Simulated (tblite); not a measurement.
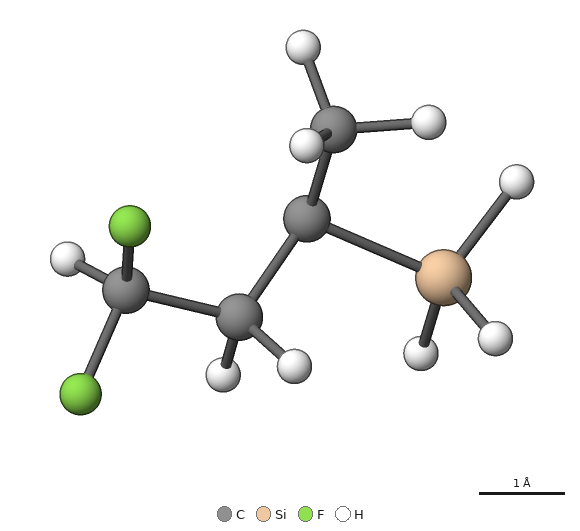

Starting structure of C4H9F2Si (multiplicity 2). Style: ball-and-stick. Shown at a tilt.

These are results of GFN2-xTB geometry optimisation, gas phase in tblite, not measurements.

```xyz
16

C    -0.6571   -1.4102   -0.3925
C    -0.4369    0.0675   -0.5051
Si   -1.8740    0.9205    0.3140
C     0.7987    0.5856    0.1601
C     2.0930    0.0170   -0.3155
F     3.0745    0.6519    0.4450
F     2.2383   -1.3077   -0.0733
H    -0.7737   -1.8181   -1.4119
H    -1.6505   -1.5618    0.1185
H     0.0537   -1.9740    0.2111
H    -1.7882    2.3692    0.0461
H    -3.1197    0.3521   -0.2424
H    -1.7796    0.6141    1.7578
H     0.8534    1.6872   -0.0357
H     0.6551    0.4881    1.2635
H     2.3054    0.3276   -1.3513
```

**What does the optimiser find from here?**

The energy falls by 0.906 eV in 168 geometry steps. The largest moves after the best rigid fit, 1.45 Å, are those of F7 and H14. Largest moves by element: F 1.45 Å, H 1.44 Å, C 0.82 Å, Si 0.35 Å. Near-neighbour distances that change, for instance: C1–H9 1.127 → 1.086 Å, C4–C5 1.492 → 1.531 Å, C5–F6 1.395 → 1.357 Å, C4–H14 1.120 → 1.092 Å. Among the angles between lasting bonds that change: C1–C2–Si3 107.8° → 122.8°, Si3–C2–C4 106.5° → 121.0°, F7–C5–H16 115.0° → 107.7°.

History of the run:

```
step  E − E(0), eV
   0        0.0000
   1       -0.1451
   2       -0.2495
   3       -0.3076
   4       -0.3666
   5       -0.3984
   6       -0.4390
   7       -0.4734
   8       -0.5061
   9       -0.5356
  10       -0.5663
  18       -0.7069
  27       -0.7827
  35       -0.8152
  43       -0.8419
  52       -0.8472
  60       -0.8489
  68       -0.8513
  77       -0.8544
  85       -0.8617
  93       -0.8651
 101       -0.8661
 110       -0.8716
 118       -0.8822
 126       -0.8979
 135       -0.9030
 143       -0.9042
 151       -0.9047
 160       -0.9056
 168       -0.9059
```

Final geometry:

```xyz
16

C    -0.7140   -1.6516    0.0676
C    -0.4484   -0.2070    0.2665
Si   -1.7509    1.0942    0.0388
C     0.9485    0.1614    0.6386
C     1.7872    0.4717   -0.6037
F     3.0154    0.9306   -0.2536
F     2.0053   -0.6460   -1.3381
H    -0.0076   -2.0794   -0.6492
H    -1.7259   -1.8251   -0.2878
H    -0.5758   -2.2044    1.0022
H    -1.1008    2.3530   -0.3426
H    -2.6851    0.6572   -0.9998
H    -2.4990    1.3242    1.2838
H     0.9732    1.0626    1.2548
H     1.4509   -0.6511    1.1722
H     1.3194    1.2186   -1.2614
```

The end point in the same view:

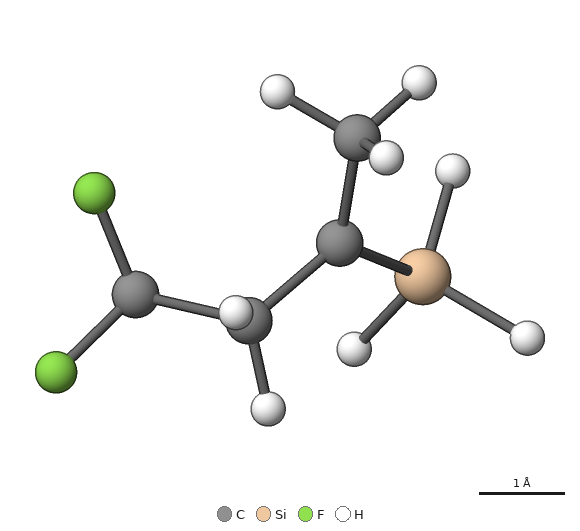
